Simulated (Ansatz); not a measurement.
# CH₉GeN₃: up Jacob's ladder to CCSD(T)

Aim: compute CH₉GeN₃ with functionals from several rungs and with coupled cluster. The yardstick is the atomisation energy at the CCSD(T) limit.

Program: Ansatz 0.2.0, Gaussian basis. Level of theory: functionals in def2-TZVPP, the program's frozen cores in correlated methods. These are calculated values, not measurements.

Levels to be run: LDA (SPW92), PBE-D4, revPBE-D4, BLYP-D4, r2SCAN-D4, B97M-V, PBE0-D4, B3LYP-D4, r2SCANh-D4, r2SCAN0-D4, HSE06-D4, BHLYP-D4, CAM-B3LYP-D4, LC-ωPBE, ωB97X-V, ωB97M-V, B2PLYP, PBE-QIDH; CCSD(T)/def2-SVP; CCSD(T)/def2-TZVPP; MP2/def2-QZVPP; extrapolation to the limit; RPA on PBE.

### 1 The relaxed structure

All runs share one geometry, relaxed beforehand with PBE0-D4 in a triple-zeta def2 set.

SMILES `[CH3][Ge]([NH2])([NH2])[NH2]`, 14 atoms, charge 0, spin multiplicity 1.

Atoms are counted from 1 here; the program's logs count them from 0.

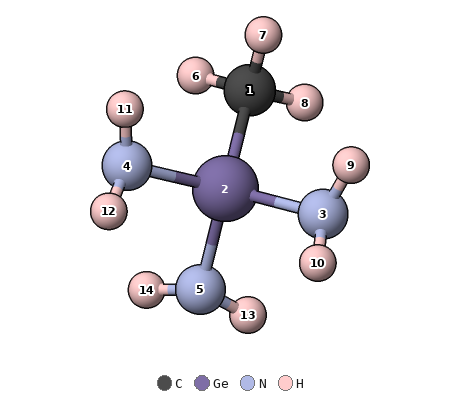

The structure; carbon dark grey, germanium purple, nitrogen light blue, hydrogen pink; atoms are numbered from 1 in the order of the file.

### 2 LDA

This LDA is Slater exchange with PW92 correlation.

Input file in.yaml:

```yaml
crystal:
  periodic: [false, false, false]
  atoms:
    - {symbol: C, position_ang: [-1.638139, 0.709702, 0.163268]}
    - {symbol: Ge, position_ang: [0.142892, -0.046818, -0.044537]}
    - {symbol: N, position_ang: [1.197822, 0.703388, 1.263033]}
    - {symbol: N, position_ang: [-0.060977, -1.872561, -0.146656]}
    - {symbol: N, position_ang: [1.103470, 0.312556, -1.559303]}
    - {symbol: H, position_ang: [-2.286190, 0.366226, -0.643755]}
    - {symbol: H, position_ang: [-2.081007, 0.405540, 1.114329]}
    - {symbol: H, position_ang: [-1.585894, 1.798737, 0.140424]}
    - {symbol: H, position_ang: [0.816844, 0.683108, 2.198084]}
    - {symbol: H, position_ang: [2.146981, 0.357429, 1.286141]}
    - {symbol: H, position_ang: [-0.635697, -2.289866, 0.571225]}
    - {symbol: H, position_ang: [0.805370, -2.388028, -0.216527]}
    - {symbol: H, position_ang: [1.356292, 1.281764, -1.684177]}
    - {symbol: H, position_ang: [0.705132, -0.050277, -2.412848]}
basis:
  gaussian: {orbitals: def2-TZVPP}
hamiltonian: {xc: lda}
output: {orbitals: {seedname: orbitals}}
```

Started as:

```bash
$ ansatz run in.yaml --threads 4 --pin off --events-out ev --progress --plain --max-ram 11315MiB
```

Standard output (excerpt; [...] marks lines left out):

```text
Functional definition: SPW92
  name "SPW92"
  cite "Dirac, Proc. Camb. Phil. Soc. 26, 376 (1930) doi:10.1017/S0305004100016108"
  cite "Slater, Phys. Rev. 81, 385 (1951) doi:10.1103/PhysRev.81.385"
  cite "Perdew & Wang, Phys. Rev. B 45, 13244 (1992) doi:10.1103/PhysRevB.45.13244"
[...]
1534 factors; their error is unknown
[...]
mean field -62042.53143800 eV, -2280.0209764084 hartree, gradient 6.2e-5 eV, S^2 0.000000; 0 other end points of the search recorded, 0 dependent functions left out
reference -62042.53147829 eV, -2280.0209778890 hartree; 34, 34 occupied and 264, 264 virtual orbitals, 1534 factors
Total energy: -62042.53147829 eV, -2280.0209778890 hartree
```

Run time: 1.8 s. Hardware: 4 threads of Arm Neoverse V2, shared host; peak memory 0.43 GiB.

Atomisation energy: 5552.3 kJ/mol (free atoms -61984.986 eV, run apart). HOMO -5.44 eV, LUMO -0.36 eV.

### 3 PBE-D4 (GGA)

Edit in.yaml of step 2 so:

```diff
@@ -19,3 +19,3 @@
   gaussian: {orbitals: def2-TZVPP}
-hamiltonian: {xc: lda}
-output: {orbitals: {seedname: orbitals}}
+hamiltonian: {xc: pbe, dispersion: d4}
+output: {forces: true, orbitals: {seedname: orbitals}}
```

The command is unchanged.

Standard output (excerpt; [...] marks lines left out):

```text
Functional definition: PBE
  name "PBE"
  cite "Perdew, Burke & Ernzerhof, Phys. Rev. Lett. 77, 3865 (1996) doi:10.1103/PhysRevLett.77.3865"
  parent pbe
[...]
1534 factors; their error is unknown
[...]
mean field -62160.53646204 eV, -2284.3575810550 hartree, gradient 4.9e-5 eV, S^2 0.000000; 0 other end points of the search recorded, 0 dependent functions left out
[...]
Atom 10 at    -0.635697    -2.289866     0.571225 Å, force    -0.186105    -0.140209     0.252078 eV/Å
Atom 11 at     0.805370    -2.388028    -0.216527 Å, force     0.292650    -0.177277    -0.006356 eV/Å
Atom 12 at     1.356292     1.281764    -1.684177 Å, force     0.072518     0.326952    -0.049171 eV/Å
Atom 13 at     0.705132    -0.050277    -2.412848 Å, force    -0.140545    -0.109319    -0.288507 eV/Å
Dipole moment:    -0.086658    -0.057916     0.183329 e Å
```

Wall time 3.6 s (4 threads of Arm Neoverse V2, shared host); peak memory 0.44 GiB.

Atomisation energy: 4929.8 kJ/mol (free atoms -62109.736 eV, run apart). HOMO -5.27 eV, LUMO -0.23 eV.

### 4 revPBE-D4 (GGA)

Edit in.yaml of step 3 so:

```diff
@@ -19,3 +19,3 @@
   gaussian: {orbitals: def2-TZVPP}
-hamiltonian: {xc: pbe, dispersion: d4}
-output: {forces: true, orbitals: {seedname: orbitals}}
+hamiltonian: {xc: {name: revPBE}, dispersion: d4}
+output: {orbitals: {seedname: orbitals}}
```

Same command.

Standard output (excerpt; [...] marks lines left out):

```text
Functional definition: revPBE
  name "revPBE"
  cite "Zhang & Yang, Phys. Rev. Lett. 80, 890 (1998) doi:10.1103/PhysRevLett.80.890"
  cite "Perdew, Burke & Ernzerhof, Phys. Rev. Lett. 77, 3865 (1996) doi:10.1103/PhysRevLett.77.3865"
[...]
1534 factors; their error is unknown
[...]
mean field -62170.02505581 eV, -2284.7062804445 hartree, gradient 5.8e-5 eV, S^2 0.000000; 0 other end points of the search recorded, 0 dependent functions left out
reference -62170.02510994 eV, -2284.7062824338 hartree; 34, 34 occupied and 264, 264 virtual orbitals, 1534 factors
Total energy: -62170.87869472 eV, -2284.7376510958 hartree
```

Wall time 3 s (4 threads of Arm Neoverse V2, shared host); peak memory 0.44 GiB.

Atomisation energy: 4806.2 kJ/mol (free atoms -62121.066 eV, run apart). HOMO -5.21 eV, LUMO -0.15 eV.

### 5 BLYP-D4 (GGA)

Edit in.yaml of step 4 so:

```diff
@@ -19,3 +19,3 @@
   gaussian: {orbitals: def2-TZVPP}
-hamiltonian: {xc: {name: revPBE}, dispersion: d4}
+hamiltonian: {xc: {name: BLYP}, dispersion: d4}
 output: {orbitals: {seedname: orbitals}}
```

Same command.

Standard output (excerpt; [...] marks lines left out):

```text
Functional definition: BLYP
  name "BLYP"
  cite "Becke, Phys. Rev. A 38, 3098 (1988) doi:10.1103/PhysRevA.38.3098"
  cite "Lee, Yang & Parr, Phys. Rev. B 37, 785 (1988) doi:10.1103/PhysRevB.37.785"
[...]
1534 factors; their error is unknown
[...]
mean field -62175.36364551 eV, -2284.9024699974 hartree, gradient 3.4e-5 eV, S^2 0.000000; 0 other end points of the search recorded, 0 dependent functions left out
reference -62175.36403503 eV, -2284.9024843119 hartree; 34, 34 occupied and 264, 264 virtual orbitals, 1534 factors
Total energy: -62175.99662139 eV, -2284.9257314318 hartree
```

It took 3.5 s on 4 threads of Arm Neoverse V2, shared host; peak memory 0.44 GiB.

With the free atoms at this level, -62125.620 eV in sum, the atomisation energy is 4860.6 kJ/mol. HOMO -5.16 eV, LUMO -0.27 eV.

### 6 r2SCAN-D4 (meta-GGA)

Edit in.yaml of step 5 so:

```diff
@@ -19,3 +19,3 @@
   gaussian: {orbitals: def2-TZVPP}
-hamiltonian: {xc: {name: BLYP}, dispersion: d4}
-output: {orbitals: {seedname: orbitals}}
+hamiltonian: {xc: r2scan, dispersion: d4}
+output: {forces: true, orbitals: {seedname: orbitals}}
```

The command is unchanged.

Standard output (excerpt; [...] marks lines left out):

```text
Functional definition: r2SCAN
  name "r2SCAN"
  cite "Furness, Kaplan, Ning, Perdew & Sun, J. Phys. Chem. Lett. 11, 8208 (2020) doi:10.1021/acs.jpclett.0c02405"
  cite "Furness, Kaplan, Ning, Perdew & Sun, J. Phys. Chem. Lett. 11, 9248 (2020) doi:10.1021/acs.jpclett.0c03077"
  parent r2scan
[...]
1534 factors; their error is unknown
[...]
Atom 10 at    -0.635697    -2.289866     0.571225 Å, force     0.003548    -0.018993     0.037128 eV/Å
Atom 11 at     0.805370    -2.388028    -0.216527 Å, force     0.024834    -0.022844     0.026702 eV/Å
Atom 12 at     1.356292     1.281764    -1.684177 Å, force    -0.013613     0.028619    -0.021537 eV/Å
Atom 13 at     0.705132    -0.050277    -2.412848 Å, force    -0.019901     0.015326    -0.029492 eV/Å
Dipole moment:    -0.093504    -0.058434     0.190394 e Å
```

It took 7.5 s on 4 threads of Arm Neoverse V2, shared host; peak memory 0.47 GiB.

Atomisation energy: 4821.2 kJ/mol (free atoms -62123.014 eV, run apart). HOMO -5.58 eV, LUMO 0.44 eV.

### 7 B97M-V (meta-GGA)

Edit in.yaml of step 6 so:

```diff
@@ -19,3 +19,3 @@
   gaussian: {orbitals: def2-TZVPP}
-hamiltonian: {xc: r2scan, dispersion: d4}
-output: {forces: true, orbitals: {seedname: orbitals}}
+hamiltonian: {xc: {name: B97M-V}}
+output: {orbitals: {seedname: orbitals}}
```

Launched as before.

Standard output:

```text
Functional definition: B97M-V
  name "B97M-V"
  cite "Mardirossian & Head-Gordon, J. Chem. Phys. 142, 074111 (2015) doi:10.1063/1.4907719"
  cite "Becke, J. Chem. Phys. 107, 8554 (1997) doi:10.1063/1.475007"
  cite "Vydrov & Van Voorhis, J. Chem. Phys. 133, 244103 (2010) doi:10.1063/1.3521275"
  # Of w^i u^j: cxij and so on, Table III.
  parameter cx00 = 1.000
  parameter cx01 = 1.308
  parameter cx02 = 1.901
  parameter cx10 = 0.416
  parameter cx11 = 3.070
  parameter css00 = 1.000
  parameter css02 = -1.855
  parameter css10 = -5.668
  parameter css32 = -20.497
  parameter css42 = -20.364
  parameter cos00 = 1.000
  parameter cos01 = 1.573
  parameter cos03 = -6.298
  parameter cos10 = 2.535
  parameter cos32 = -6.427
  parameter b = 6.0
  parameter c = 0.01
  gx(w, u) = cx00 + cx01*u + cx02*u^2 + (cx10 + cx11*u)*w
  gss(w, u) = css00 + css02*u^2 + css10*w + (css32*w^3 + css42*w^4)*u^2
  gos(w, u) = cos00 + cos01*u + cos03*u^3 + cos10*w + cos32*w^3*u^2
  exchange = spin_sum(e_x_unif_s*gx(b97_w, b97_u_x))
  correlation = spin_sum(e_c_pw_mod_same_spin*gss(b97_w, b97_u_same))
      + integral(e_c_pw_mod_opposite_spin*gos(b97_w_opposite, b97_u_opposite)) + vv10(b, c)
1534 factors; their error is unknown
mean field evaluation 1: about -62140.9207 eV, gradient 1.1e2 eV
mean field evaluation 2: about -62106.3493 eV, gradient 1.6e2 eV
mean field evaluation 4: about -62164.6847 eV, gradient 1.2e1 eV
mean field evaluation 8: about -62165.0248 eV, gradient 4.0e-1 eV
mean field evaluation 16: about -62164.9979 eV, gradient 2.8e-4 eV
mean field -62164.99793098 eV, -2284.5215370143 hartree, gradient 1.5e-5 eV, S^2 0.000000; 0 other end points of the search recorded, 0 dependent functions left out
reference -62164.99799591 eV, -2284.5215394008 hartree; 34, 34 occupied and 264, 264 virtual orbitals, 1534 factors
Total energy: -62164.99799591 eV, -2284.5215394008 hartree
```

Run time: 14 s. Hardware: 4 threads of Arm Neoverse V2, shared host; peak memory 0.54 GiB.

With the free atoms at this level, -62114.783 eV in sum, the atomisation energy is 4845.0 kJ/mol. HOMO -5.67 eV, LUMO -0.08 eV.

### 8 PBE0-D4 (hybrid)

Edit in.yaml of step 7 so:

```diff
@@ -19,3 +19,3 @@
   gaussian: {orbitals: def2-TZVPP}
-hamiltonian: {xc: {name: B97M-V}}
+hamiltonian: {xc: pbe0, dispersion: d4}
 output: {orbitals: {seedname: orbitals}}
```

Its log isn't repeated here (it stands with the study of this molecule's fields); it ends on a total energy of -62162.849206 eV.

Atomisation energy: 4834.2 kJ/mol (free atoms -62112.746 eV, run apart). HOMO -6.72 eV, LUMO 0.57 eV.

### 9 B3LYP-D4 (hybrid)

B3LYP here takes the VWN-RPA correlation.

Edit in.yaml of step 8 so:

```diff
@@ -19,3 +19,3 @@
   gaussian: {orbitals: def2-TZVPP}
-hamiltonian: {xc: pbe0, dispersion: d4}
-output: {orbitals: {seedname: orbitals}}
+hamiltonian: {xc: {name: B3LYP}, dispersion: d4}
+output: {forces: true, orbitals: {seedname: orbitals}}
```

Same command.

Standard output (excerpt; [...] marks lines left out):

```text
Functional definition: B3LYP
  name "B3LYP"
  cite "Stephens, Devlin, Chabalowski & Frisch, J. Phys. Chem. 98, 11623 (1994) doi:10.1021/j100096a001"
  cite "Becke, Phys. Rev. A 38, 3098 (1988) doi:10.1103/PhysRevA.38.3098"
  cite "Lee, Yang & Parr, Phys. Rev. B 37, 785 (1988) doi:10.1103/PhysRevB.37.785"
  cite "Vosko, Wilk & Nusair, Can. J. Phys. 58, 1200 (1980) doi:10.1139/p80-159"
[...]
1565 factors; their error is unknown
[...]
Atom 10 at    -0.635697    -2.289866     0.571225 Å, force     0.000161    -0.027897    -0.002753 eV/Å
Atom 11 at     0.805370    -2.388028    -0.216527 Å, force    -0.011606    -0.030081    -0.000038 eV/Å
Atom 12 at     1.356292     1.281764    -1.684177 Å, force     0.013186    -0.002830    -0.027399 eV/Å
Atom 13 at     0.705132    -0.050277    -2.412848 Å, force     0.020617     0.011922    -0.020030 eV/Å
Dipole moment:    -0.097001    -0.059014     0.194580 e Å
```

It took 8.5 s on 4 threads of Arm Neoverse V2, shared host; peak memory 1 GiB.

With the free atoms at this level, -62127.838 eV in sum, the atomisation energy is 4861.7 kJ/mol. HOMO -6.48 eV, LUMO 0.21 eV.

### 10 r2SCANh-D4 (hybrid)

Edit in.yaml of step 9 so:

```diff
@@ -19,3 +19,3 @@
   gaussian: {orbitals: def2-TZVPP}
-hamiltonian: {xc: {name: B3LYP}, dispersion: d4}
-output: {forces: true, orbitals: {seedname: orbitals}}
+hamiltonian: {xc: {name: r2SCANh}, dispersion: d4}
+output: {orbitals: {seedname: orbitals}}
```

Launched as before.

Standard output (excerpt; [...] marks lines left out):

```text
Functional definition: r2SCANh
  name "r2SCANh"
  cite "Bursch, Neugebauer, Ehlert & Grimme, J. Chem. Phys. 156, 134105 (2022) doi:10.1063/5.0086040"
  cite "Furness, Kaplan, Ning, Perdew & Sun, J. Phys. Chem. Lett. 11, 8208 (2020) doi:10.1021/acs.jpclett.0c02405"
  cite "Furness, Kaplan, Ning, Perdew & Sun, J. Phys. Chem. Lett. 11, 9248 (2020) doi:10.1021/acs.jpclett.0c03077"
  parent r2scan
[...]
1553 factors; their error is unknown
[...]
mean field -62172.42136411 eV, -2284.7943431501 hartree, gradient 7.2e-5 eV, S^2 0.000000; 0 other end points of the search recorded, 0 dependent functions left out
reference -62172.42137602 eV, -2284.7943435879 hartree; 34, 34 occupied and 264, 264 virtual orbitals, 1553 factors
Total energy: -62172.50123725 eV, -2284.7972784339 hartree
```

Run time: 8.5 s. Hardware: 4 threads of Arm Neoverse V2, shared host; peak memory 0.94 GiB.

Atomisation energy: 4790.4 kJ/mol (free atoms -62122.852 eV, run apart). HOMO -6.12 eV, LUMO 0.68 eV.

### 11 r2SCAN0-D4 (hybrid)

Edit in.yaml of step 10 so:

```diff
@@ -19,3 +19,3 @@
   gaussian: {orbitals: def2-TZVPP}
-hamiltonian: {xc: {name: r2SCANh}, dispersion: d4}
+hamiltonian: {xc: {name: r2SCAN0}, dispersion: d4}
 output: {orbitals: {seedname: orbitals}}
```

The command is unchanged.

Standard output (excerpt; [...] marks lines left out):

```text
Functional definition: r2SCAN0
  name "r2SCAN0"
  cite "Bursch, Neugebauer, Ehlert & Grimme, J. Chem. Phys. 156, 134105 (2022) doi:10.1063/5.0086040"
  cite "Furness, Kaplan, Ning, Perdew & Sun, J. Phys. Chem. Lett. 11, 8208 (2020) doi:10.1021/acs.jpclett.0c02405"
  cite "Furness, Kaplan, Ning, Perdew & Sun, J. Phys. Chem. Lett. 11, 9248 (2020) doi:10.1021/acs.jpclett.0c03077"
  parent r2scan
[...]
1577 factors; their error is unknown
[...]
mean field -62171.73525801 eV, -2284.7691292162 hartree, gradient 3.5e-5 eV, S^2 0.000000; 0 other end points of the search recorded, 0 dependent functions left out
reference -62171.73526831 eV, -2284.7691295946 hartree; 34, 34 occupied and 264, 264 virtual orbitals, 1577 factors
Total energy: -62171.82321518 eV, -2284.7723615826 hartree
```

Run time: 8.5 s. Hardware: 4 threads of Arm Neoverse V2, shared host; peak memory 0.94 GiB.

Atomisation energy: 4746.3 kJ/mol (free atoms -62122.631 eV, run apart). HOMO -6.94 eV, LUMO 1.02 eV.

### 12 HSE06-D4 (hybrid)

HSE06 is the plane-wave form, built on full-range PBE exchange.

Edit in.yaml of step 11 so:

```diff
@@ -19,3 +19,3 @@
   gaussian: {orbitals: def2-TZVPP}
-hamiltonian: {xc: {name: r2SCAN0}, dispersion: d4}
+hamiltonian: {xc: hse06, dispersion: d4}
 output: {orbitals: {seedname: orbitals}}
```

Launched as before.

Standard output (excerpt; [...] marks lines left out):

```text
Functional definition: HSE06
  name "HSE06"
  cite "Heyd, Scuseria & Ernzerhof, J. Chem. Phys. 118, 8207 (2003) doi:10.1063/1.1564060"
  cite "Krukau, Vydrov, Izmaylov & Scuseria, J. Chem. Phys. 125, 224106 (2006) doi:10.1063/1.2404663"
  cite "Heyd & Scuseria, J. Chem. Phys. 120, 7274 (2004) doi:10.1063/1.1668634"
  cite "Ernzerhof & Perdew, J. Chem. Phys. 109, 3313 (1998) doi:10.1063/1.476928"
[...]
1577 factors; their error is unknown
129 factors; integrals over basis functions are off by at most 3.8e-7 eV
[...]
mean field -62162.30765062 eV, -2284.4226710348 hartree, gradient 6.6e-5 eV, S^2 0.000000; 0 other end points of the search recorded, 0 dependent functions left out
reference -62162.30769365 eV, -2284.4226726160 hartree; 34, 34 occupied and 264, 264 virtual orbitals, 1577 factors
Total energy: -62162.54047436 eV, -2284.4312271495 hartree
```

Run time: 6 s. Hardware: 4 threads of Arm Neoverse V2, shared host; peak memory 0.97 GiB.

With the free atoms at this level, -62112.405 eV in sum, the atomisation energy is 4837.4 kJ/mol. HOMO -6.32 eV, LUMO 0.21 eV.

### 13 BHLYP-D4 (hybrid)

Edit in.yaml of step 12 so:

```diff
@@ -19,3 +19,3 @@
   gaussian: {orbitals: def2-TZVPP}
-hamiltonian: {xc: hse06, dispersion: d4}
+hamiltonian: {xc: {name: BHLYP}, dispersion: d4}
 output: {orbitals: {seedname: orbitals}}
```

Same command.

Standard output (excerpt; [...] marks lines left out):

```text
Functional definition: BHLYP
  name "BHLYP"
  cite "Becke, J. Chem. Phys. 98, 1372 (1993) doi:10.1063/1.464304"
  cite "Becke, Phys. Rev. A 38, 3098 (1988) doi:10.1103/PhysRevA.38.3098"
  cite "Lee, Yang & Parr, Phys. Rev. B 37, 785 (1988) doi:10.1103/PhysRevB.37.785"
[...]
1719 factors; their error is unknown
[...]
mean field -62172.35047325 eV, -2284.7917379592 hartree, gradient 4.3e-5 eV, S^2 0.000000; 0 other end points of the search recorded, 0 dependent functions left out
reference -62172.35066614 eV, -2284.7917450477 hartree; 34, 34 occupied and 264, 264 virtual orbitals, 1719 factors
Total energy: -62172.70742116 eV, -2284.8048555530 hartree
```

Run time: 5.5 s. Hardware: 4 threads of Arm Neoverse V2, shared host; peak memory 0.95 GiB.

With the free atoms at this level, -62123.900 eV in sum, the atomisation energy is 4709.2 kJ/mol. HOMO -8.10 eV, LUMO 1.15 eV.

### 14 CAM-B3LYP-D4 (range-separated)

Edit in.yaml of step 13 so:

```diff
@@ -19,3 +19,3 @@
   gaussian: {orbitals: def2-TZVPP}
-hamiltonian: {xc: {name: BHLYP}, dispersion: d4}
+hamiltonian: {xc: {name: CAM-B3LYP}, dispersion: d4}
 output: {orbitals: {seedname: orbitals}}
```

Launched as before.

Standard output (excerpt; [...] marks lines left out):

```text
Functional definition: CAM-B3LYP
  name "CAM-B3LYP"
  cite "Yanai, Tew & Handy, Chem. Phys. Lett. 393, 51 (2004) doi:10.1016/j.cplett.2004.06.011"
  cite "Iikura, Tsuneda, Yanai & Hirao, J. Chem. Phys. 115, 3540 (2001) doi:10.1063/1.1383587"
  cite "Becke, Phys. Rev. A 38, 3098 (1988) doi:10.1103/PhysRevA.38.3098"
  cite "Lee, Yang & Parr, Phys. Rev. B 37, 785 (1988) doi:10.1103/PhysRevB.37.785"
[...]
1565 factors; their error is unknown
426 factors; integrals over basis functions are off by at most 7.8e-6 eV
[...]
mean field -62177.01358264 eV, -2284.9631040686 hartree, gradient 3.1e-5 eV, S^2 0.000000; 0 other end points of the search recorded, 0 dependent functions left out
reference -62177.01372173 eV, -2284.9631091801 hartree; 34, 34 occupied and 264, 264 virtual orbitals, 1565 factors
Total energy: -62177.26694062 eV, -2284.9724148026 hartree
```

Wall time 6 s (4 threads of Arm Neoverse V2, shared host); peak memory 1.1 GiB.

Atomisation energy: 4883.7 kJ/mol (free atoms -62126.651 eV, run apart). HOMO -8.17 eV, LUMO 1.30 eV.

### 15 LC-ωPBE (range-separated)

Edit in.yaml of step 14 so:

```diff
@@ -19,3 +19,3 @@
   gaussian: {orbitals: def2-TZVPP}
-hamiltonian: {xc: {name: CAM-B3LYP}, dispersion: d4}
+hamiltonian: {xc: {name: LC-wPBE}}
 output: {orbitals: {seedname: orbitals}}
```

Same command.

Standard output (excerpt; [...] marks lines left out):

```text
Functional definition: LC-wPBE
  name "LC-wPBE"
  cite "Vydrov & Scuseria, J. Chem. Phys. 125, 234109 (2006) doi:10.1063/1.2409292"
  cite "Heyd & Scuseria, J. Chem. Phys. 120, 7274 (2004) doi:10.1063/1.1668634"
  cite "Ernzerhof & Perdew, J. Chem. Phys. 109, 3313 (1998) doi:10.1063/1.476928"
  cite "Perdew, Burke & Ernzerhof, Phys. Rev. Lett. 77, 3865 (1996) doi:10.1103/PhysRevLett.77.3865"
  parent pbe
[...]
1534 factors; their error is unknown
480 factors; integrals over basis functions are off by at most 1.6e-5 eV
[...]
mean field -62165.74802669 eV, -2284.5491025234 hartree, gradient 2.2e-5 eV, S^2 0.000000; 0 other end points of the search recorded, 0 dependent functions left out
reference -62165.74802670 eV, -2284.5491025237 hartree; 34, 34 occupied and 264, 264 virtual orbitals, 1534 factors
Total energy: -62165.74802670 eV, -2284.5491025237 hartree
```

Wall time 4.1 s (4 threads of Arm Neoverse V2, shared host); peak memory 0.64 GiB.

With the free atoms at this level, -62115.762 eV in sum, the atomisation energy is 4822.9 kJ/mol. HOMO -9.58 eV, LUMO 2.63 eV.

### 16 ωB97X-V (range-separated)

Edit in.yaml of step 15 so:

```diff
@@ -19,3 +19,3 @@
   gaussian: {orbitals: def2-TZVPP}
-hamiltonian: {xc: {name: LC-wPBE}}
+hamiltonian: {xc: {name: wB97X-V}}
 output: {orbitals: {seedname: orbitals}}
```

Launched as before.

Standard output (excerpt; [...] marks lines left out):

```text
Functional definition: wB97X-V
  name "wB97X-V"
  cite "Mardirossian & Head-Gordon, Phys. Chem. Chem. Phys. 16, 9904 (2014) doi:10.1039/C3CP54374A"
  cite "Becke, J. Chem. Phys. 107, 8554 (1997) doi:10.1063/1.475007"
  cite "Vydrov & Van Voorhis, J. Chem. Phys. 133, 244103 (2010) doi:10.1063/1.3521275"
[...]
      + integral(e_c_pw_opposite_spin*poly(b97_u_opposite, cos0, cos1)) + vv10(b, c)
1565 factors; their error is unknown
378 factors; integrals over basis functions are off by at most 6.1e-6 eV
[...]
mean field -62169.47941155 eV, -2284.6862283879 hartree, gradient 4.2e-5 eV, S^2 0.000000; 0 other end points of the search recorded, 0 dependent functions left out
reference -62169.47940939 eV, -2284.6862283084 hartree; 34, 34 occupied and 264, 264 virtual orbitals, 1565 factors
Total energy: -62169.47940939 eV, -2284.6862283084 hartree
```

Run time: 12 s. Hardware: 4 threads of Arm Neoverse V2, shared host; peak memory 1.1 GiB.

With the free atoms at this level, -62118.927 eV in sum, the atomisation energy is 4877.5 kJ/mol. HOMO -9.20 eV, LUMO 2.39 eV.

(Part 1 of 2 ends here.)
